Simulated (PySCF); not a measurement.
**SVWN5/STO-6G run of SiCl2 (SMILES Cl[Si]Cl)**

What is the vertical ionisation energy of SiCl2 at SVWN5/STO-6G? The job is set up through a Python script.

The calculation is run with PySCF 2.14.0.

12 further runs of the same task are left out: 4 that didn't finish, 8 set aside as unsound or not needed.

### Step 1. Starting point

SiCl2: 3 atoms, total charge 0, spin state singlet. As SMILES, `Cl[Si]Cl`. Geometry: relaxed at PBE0-D4/def2-TZVP.

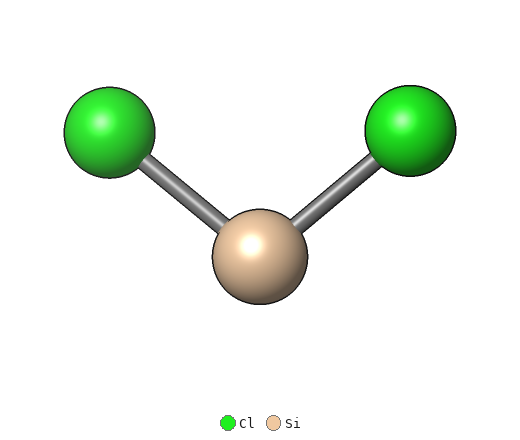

Viewed from a chosen angle; chlorine green, silicon light orange.

### Step 2. A single-point energy at SVWN5/STO-6G

Input file input.py:

```python
# Cl[Si]Cl
from pyscf import gto, dft

mol = gto.M(
    atom='''
Cl       0.293800       1.603800       0.338000
Si      -0.770100      -0.010400      -0.422000
Cl       0.476300      -1.593400       0.084000
''',
    basis='sto-6g',
    max_memory=1860,
    spin=0,
    verbose=3,
    charge=0,
)

calc0 = dft.RKS(mol, xc='svwn')
calc0.conv_tol = 1e-10
calc0.grids.level = 5
calc0.kernel()
if not calc0.converged:
    calc0 = calc0.newton().run(calc0.mo_coeff, calc0.mo_occ)

e_final = calc0.e_tot
print(f'total energy: {e_final:.8f} hartree')
```

Launch:

```console
OMP_NUM_THREADS=1 python input.py
```

Standard output:

```text
converged SCF energy = -1201.45665679885
total energy: -1201.45665680 hartree
```

Wall time 2.2 s (1 thread of Arm Neoverse V2, shared host); peak memory 0.14 GiB.

### Step 3. The doublet cation at the same level

Input file job.py:

```python
from pyscf import gto, dft

system = gto.Mole()
system.atom = '''
Cl     0.293800     1.603800     0.338000
Si    -0.770100    -0.010400    -0.422000
Cl     0.476300    -1.593400     0.084000
'''
system.verbose = 3
system.charge = 1
system.basis = 'sto-6g'
system.max_memory = 1860
system.spin = 1
system.build()

calc0 = dft.UKS(system, xc='svwn')
calc0.conv_tol = 1e-10
calc0.grids.level = 5
calc0.kernel()
if not calc0.converged:
    calc0 = calc0.newton().run(calc0.mo_coeff, calc0.mo_occ)

etot = calc0.e_tot
print('Final energy', etot)
```

Launch:

```console
OMP_NUM_THREADS=1 python job.py
```

Standard output:

```text
converged SCF energy = -1201.146849699  <S^2> = 0.75145287  2S+1 = 2.0014523
Final energy -1201.1468496989992
```

Run time: 3.3 s. Hardware: 1 thread of Arm Neoverse V2, shared host; peak memory 0.15 GiB.

### Step 4. Outcome

Level: SVWN5/STO-6G.

```
                                          quantity           value
                       singlet SiCl2: total energy  -1201.45666 Eh
                      singlet SiCl2: dipole moment          2.31 D
                        singlet SiCl2: HOMO energy        -4.44 eV
                        singlet SiCl2: LUMO energy        -1.12 eV
                      singlet SiCl2: HOMO–LUMO gap         3.32 eV
                      doublet cation: total energy  -1201.14685 Eh
doublet cation: HOMO energy (highest over α and β)       -13.13 eV
 doublet cation: LUMO energy (lowest over α and β)       -12.37 eV
                              doublet cation: ⟨S²⟩           0.751
vertical ionisation energy (to the doublet cation)        8.430 eV
```

In words: Removing an electron at fixed nuclei costs 8.43 eV (813 kJ/mol). The negative HOMO energy of the first species, 4.44 eV, lies 3.99 eV below that difference. In a minimal basis such a difference can be off by several eV, whatever the method. Mulliken charges (doublet cation) run from +0.02 on Cl1 to +0.95 on Si2; they depend strongly on the basis.
